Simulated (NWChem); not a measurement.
Energy and gradient calculation of SiH₂Cl₂ (part 4 of 4)

SiH₂Cl₂, SMILES Cl[SiH2]Cl; B3LYP/6-31G*, RKS (NWChem 7.3.0). The geometry comes from this level: PBE0-D4/def2-TZVP.

Geometry of the input (Å):
```
Cl -1.0361  -0.3934  1.6093
Si 0.1368  -0.0717  -0.0289
Cl -0.7992  1.1968  -1.3240
H  0.3520  -1.3622  -0.7112
H  1.3965  0.5566  0.4134
```

**Log, continued**
```
            General Information
            -------------------
          SCF calculation type: DFT
          Wavefunction type:  closed shell.
          No. of atoms     :     5
          No. of electrons :    50
           Alpha electrons :    25
            Beta electrons :    25
          Charge           :     0
          Spin multiplicity:     1
          Use of symmetry is: off; symmetry adaption is: off
          Maximum number of iterations: 100
          AO basis - number of functions:    58
                     number of shells:    28
          Convergence on energy requested:  1.00D-08
          Convergence on density requested:  1.00D-05
          Convergence on gradient requested:  5.00D-04

              XC Information
              --------------
                         B3LYP Method XC Potential
                     Hartree-Fock (Exact) Exchange  0.200
                        Slater Exchange Functional  0.800 local
                    Becke 1988 Exchange Functional  0.720 non-local
              Lee-Yang-Parr Correlation Functional  0.810
                  VWN I RPA Correlation Functional  0.190 local

             Grid Information
             ----------------
          Grid used for XC integration:  xfine
          Radial quadrature: Mura-Knowles
          Angular quadrature: Lebedev.
          Tag              B.-S. Rad. Rad. Pts. Rad. Cut. Ang. Pts.
          ---              ---------- --------- --------- ---------
          Cl                  1.00      125          10.0      1454
          Si                  1.10      125           8.0      1454
          H                   0.35      100           9.0      1202
          Grid pruning is: on
          Number of quadrature shells:   575
          Spatial weights used:  Erf1

          Convergence Information
          -----------------------
          Convergence aids based upon iterative change in
          total energy or number of iterations.
          Levelshifting, if invoked, occurs when the
          HOMO/LUMO gap drops below (HL_TOL):  1.00D-02
          DIIS, if invoked, will attempt to extrapolate
          using up to (NFOCK): 10 stored Fock matrices.

                    Damping( 0%)  Levelshifting(0.5)       DIIS
                  --------------- ------------------- ---------------
          dE  on:    start            ASAP                start
          dE off:    2 iters        100 iters           100 iters

      Screening Tolerance Information
      -------------------------------
          Density screening/tol_rho:  1.00D-11
          AO Gaussian exp screening on grid/accAOfunc:  18
          CD Gaussian exp screening on grid/accCDfunc:  20
          XC Gaussian exp screening on grid/accXCfunc:  20
          Schwarz screening/accCoul:  1.00D-09

                            NWChem DFT Gradient Module
                            --------------------------

                                 Cl2H2Si gradient

  charge          =   0.00
  wavefunction    = closed shell

                         DFT ENERGY GRADIENTS

    atom               coordinates                        gradient
                 x          y          z           x          y          z
   1 Cl     -1.957945  -0.743418   3.041136    0.005006   0.002061  -0.008168
   2 Si      0.258515  -0.135493  -0.054613   -0.007960   0.003589   0.001276
   3 Cl     -1.510269   2.261624  -2.501997    0.003823  -0.006043   0.006758
   4 H       0.665184  -2.574185  -1.343973   -0.000342   0.000367   0.000167
   5 H       2.639002   1.051821   0.781213   -0.000526   0.000026  -0.000032

                 ----------------------------------------
                 |  Time  |  1-e(secs)   |  2-e(secs)   |
                 ----------------------------------------
                 |  CPU   |       0.00   |       1.19   |
                 ----------------------------------------
                 |  WALL  |       0.00   |       1.19   |
                 ----------------------------------------

 Task  times  cpu:        7.5s     wall:        7.5s
 Total times  cpu:        7.5s     wall:        7.5s
```

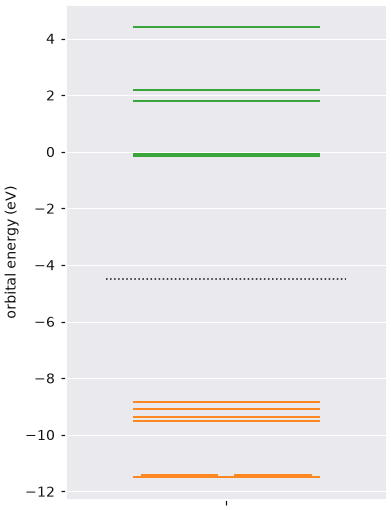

Fig. 1: Orbital energies near the frontier; the dotted line parts filled from empty levels, and levels within 0.02 eV of each other stand side by side. Highest filled −8.86 eV, lowest empty −0.14 eV, 8.72 eV apart.

**Key numbers**

| quantity | value |
| --- | --- |
| outcome | converged |
| total energy | −1211.171603 hartree |
| basis functions | 58 |
| largest force | 0.506 eV/Å |
| HOMO | −8.86 eV |
| LUMO | −0.14 eV |
| dipole moment | 1.56 D |
| hardware | 1 thread of AMD EPYC (Zen 5), 16 GiB of memory available, shared host |
| wall time | 8.1 s |
| peak memory | 0.13 GiB |
